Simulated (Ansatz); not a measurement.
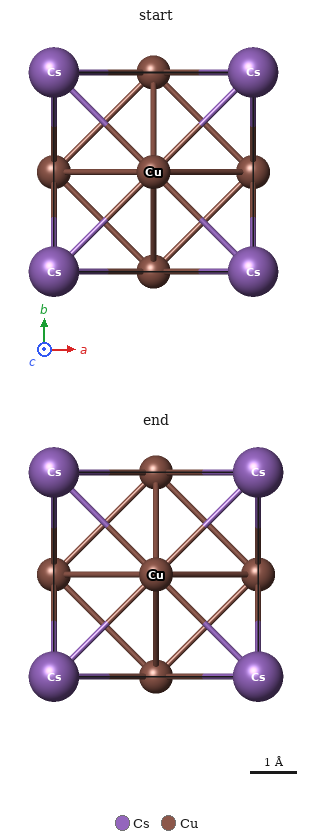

The structure of solid CsCu$_{3}$ (built on the Cu3Au (L1_2)_221 type) before (top) and after (bottom) a relaxation, at one scale.

A ball-and-stick model of the cell of the calculation, seen along the c axis.

Case: Cu3Au (L1_2) type (Pm-3m, No. 221).

Level of theory: DFT PBE, scalar-relativistic, plane waves, PAW in Ansatz. Settings: plane-wave cutoff 420 eV; k-point mesh 10 × 10 × 10; occupations gaussian; smearing width 0.1 eV; no spin polarisation; cell and atoms relaxed; force threshold 0.01 eV/Å; at most 80 steps.

Q: What changed between the two?

A: The atoms keep their places relative to the cell (all moves are under 0.005 Å). The volume changes by +7.7 %, with a = b = c 4.343 → 4.452 Å (+2.5 %). Near-neighbour distances that change, for instance: Cs–Cu 3.071 → 3.148 Å, Cu–Cu 3.071 → 3.148 Å. The space group stays Pm-3m (No. 221). After 3 accepted moves (4 points after the start) the energy has fallen by 39.6 meV per cell of the calculation. All forces vanish by symmetry, so only the cell relaxes. The pressure goes from 2.18 to −0.01 GPa. At 1 point the geometry stayed and the basis and grid were re-selected for the new cell (energy shift of 1.3 meV per cell of the calculation at most each time). Cost: 50 s on 1 thread of Arm Neoverse V2, with other jobs on the host, peak memory 0.45 GiB.
